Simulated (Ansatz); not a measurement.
Take Cd2SnO4 (space group Pbam, No. 55; a = 5.5712 Å, b = 9.9287 Å, c = 3.1994 Å) as the base.

Perturbation: a negative pressure, −2 GPa.

All numbers come from PBEsol (Ansatz, a program for electronic structure, PAW, no spin-orbit coupling).

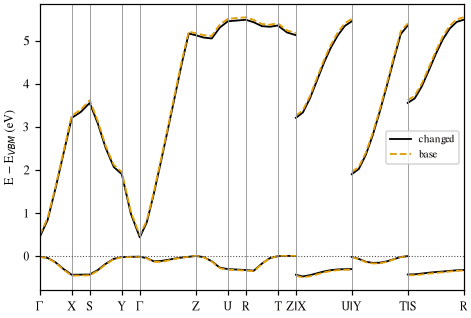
Figure: Highest valence and lowest conduction band along the path, each from its own valence-band maximum

Question: Read the changed gap and its character from the plot.

Answer: About 0.4 eV, indirect, Z → Γ.

Load acts through the strain it causes; cell and atoms are relaxed under it. Gaps are Kohn–Sham eigenvalue differences; semilocal functionals usually give less than the measured gap. Whether these cells are dynamically stable was not tested.
